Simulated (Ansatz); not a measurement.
# C2H6BF3O (SMILES C[O+](C)[B-](F)(F)F): what the fields show

```xyz
13

C     0.8247    0.6042    0.9800
O     0.3593   -0.0946   -0.1786
C    -0.1223   -1.4077    0.1231
B    -0.6528    0.8068   -1.1758
F     0.0815    1.9193   -1.4113
F    -1.7594    1.0021   -0.4076
F    -0.8319   -0.0172   -2.2348
H     0.0057    0.7338    1.6910
H     1.1878    1.5697    0.6408
H     1.6344    0.0270    1.4273
H     0.6906   -1.9766    0.5750
H    -0.9737   -1.3449    0.8045
H    -0.4236   -1.8567   -0.8186
```

Geometry: PBE0-D4/def2-TZVP.

All numbers below come from Ansatz 0.2.0, RKS PBE0-D4/def2-TZVPP.

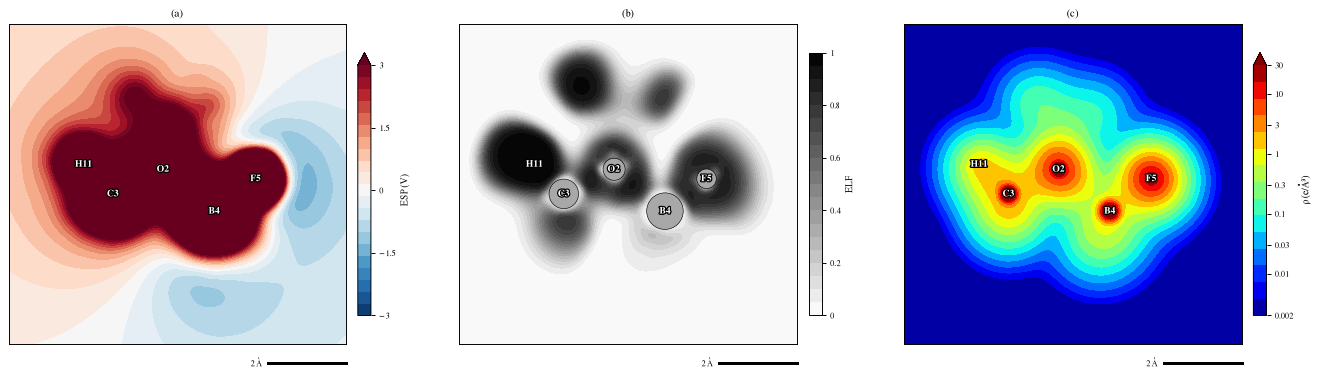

Figure 1. (a) molecular electrostatic potential; (b) electron localisation function; (c) electron density on the plane of atoms C3, O2 and B4. Grey discs cover the atomic cores in the ELF map.

Read the bonding off the picture.

The section cuts through O, C, B, F and H sites. B–F (1.35 Å): ρ at the midpoint is about 2.1 e/Å³; the ELF peaks at about 0.85 between the atoms, as expected for a polar covalent bond. C–O (1.43 Å): the density is about 2 e/Å³ at the midpoint, with its minimum of 1.6 e/Å³ about 0.5 Å from C; the ELF peaks at about 0.90 between the atoms, as expected for a polar covalent bond. B–O (1.68 Å): the density is about 0.97 e/Å³ at the midpoint; the ELF peaks at about 0.90 between the atoms; a shared but strongly polarised pair. C–H (1.09 Å): ρ at the midpoint is about 2.1 e/Å³; the ELF climbs to about 1 towards the hydrogen, as it does in any bond to H: an ordinary covalent bond to hydrogen. The ELF also peaks beside F5, away from the bonds: lone-pair regions. Outside the dense part of the molecule the potential is most negative (−1.4 V) near F5.

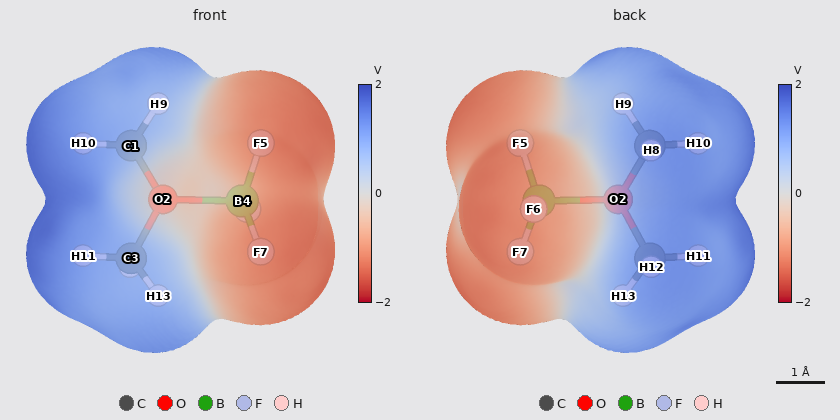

Figure 2. The molecular electrostatic potential painted on the density surface at 0.002 e/bohr³, seen from the front and from behind; the colour scale runs from red (negative) to blue (positive).

Describe the electrostatic potential map.

The most negative region (about −1.4 V) lies over F5, F6 and F7, the most positive (about +1.7 V) over H10 and H11.

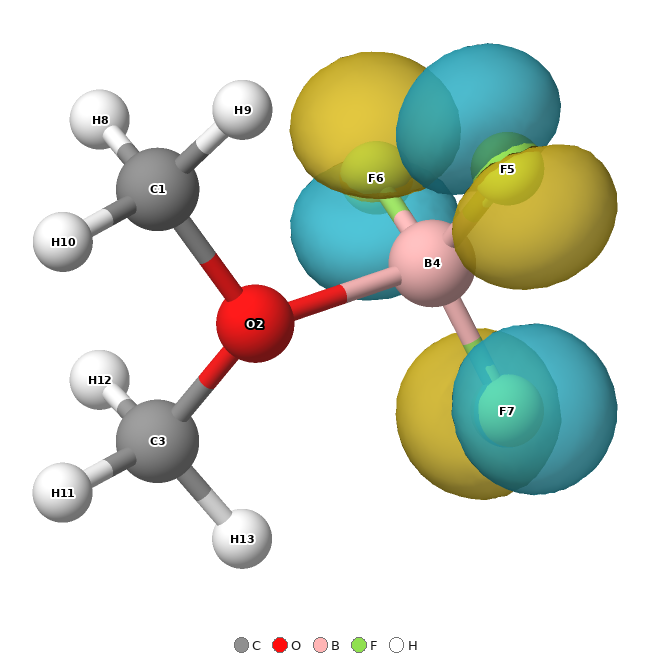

Figure 3. The HOMO−1 at ±0.15 Å⁻³ᐟ² (yellow and cyan are the two phases), seen at a tilt.

Where does this orbital lie, and at what energy?

By Hirshfeld shares it lies mainly on F6 (about 30 %), F5 (about 30 %) and F7 (about 30 %); largely a combination of lone pairs on F6, F5 and F7. Its energy is −10.47 eV.
